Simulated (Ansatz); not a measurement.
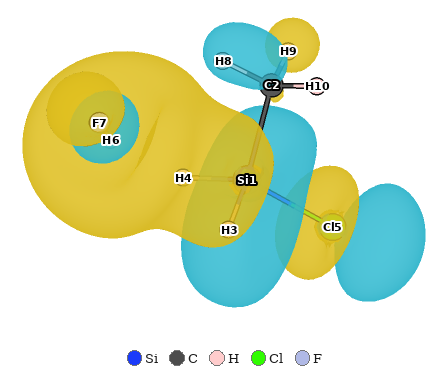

CH₅ClSi···HF. The LUMO at ±0.06 Å⁻³ᐟ² (yellow and cyan are the two phases), seen at a tilt.

Theory: Ansatz, RKS PBE/def2-SVP.

```xyz
10

Si   -0.4582   -0.5206   -0.5677
C     0.4230    1.1149   -0.3363
H     0.4708   -1.6501   -0.8896
H    -1.2432   -0.8749    0.6800
Cl   -1.8709   -0.3916   -2.1005
H    -0.0336   -1.0275    1.9592
F     0.8965   -0.9755    2.0926
H     1.0833    1.0222    0.5493
H    -0.3025    1.9342   -0.1628
H     1.0348    1.3688   -1.2242
```

Question: Describe this orbital and give its energy.

Answer: Its weight (Hirshfeld) is mainly on Si1 (about 35 %), Cl5 (about 20 %), H6 (about 15 %), F7 (about 10 %) and H4 (about 10 %). Its energy is −0.57 eV.
